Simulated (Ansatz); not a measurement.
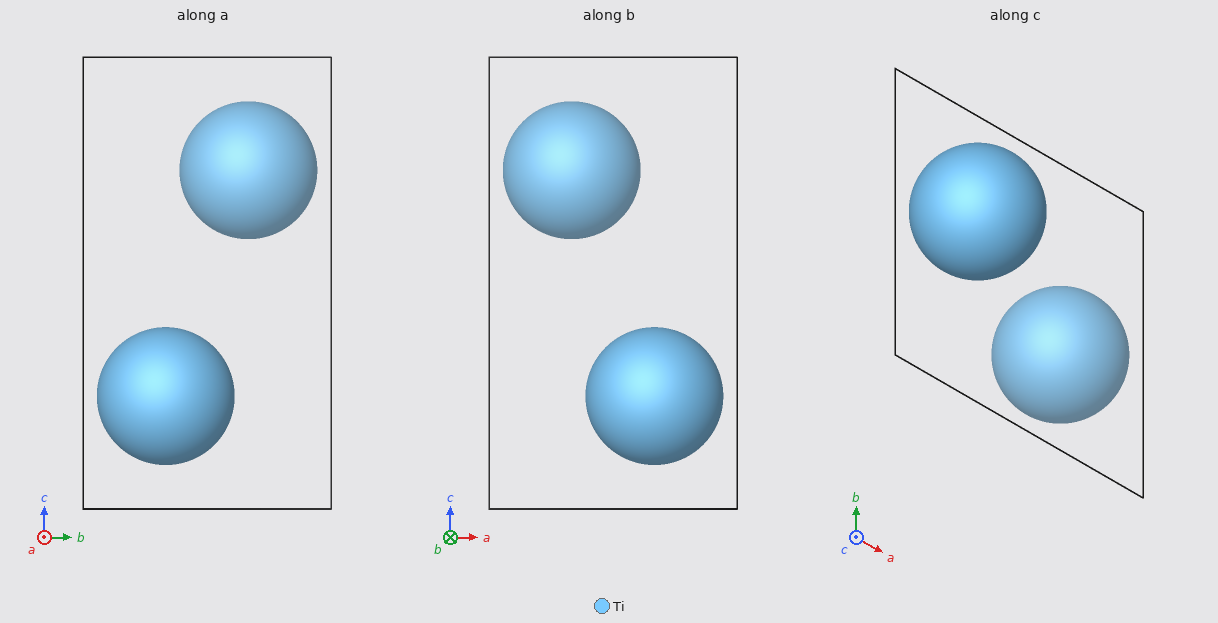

A spheres-only rendering, viewed along the a axis, along the b axis and along the c axis. One conventional unit cell is framed, with atoms on its boundary repeated.

Lattice parameters: a = 2.930 Å, b = 2.930 Å, c = 4.622 Å, α = 90.00°, β = 90.00°, γ = 120.00°. Put a along x and b in the xy plane.

> Transcribe the picture into a POSCAR file.

```
Ti
1.0
     2.930    0.000    0.000
    -1.465    2.537    0.000
     0.000    0.000    4.622
Ti
2
Direct
  0.3333 0.6667 0.7500
  0.6667 0.3333 0.2500
```

Its origin is the standard structure of this element. Earlier steps of the study may have refined or changed the cell and positions. It was run through Ansatz as a DFT input.
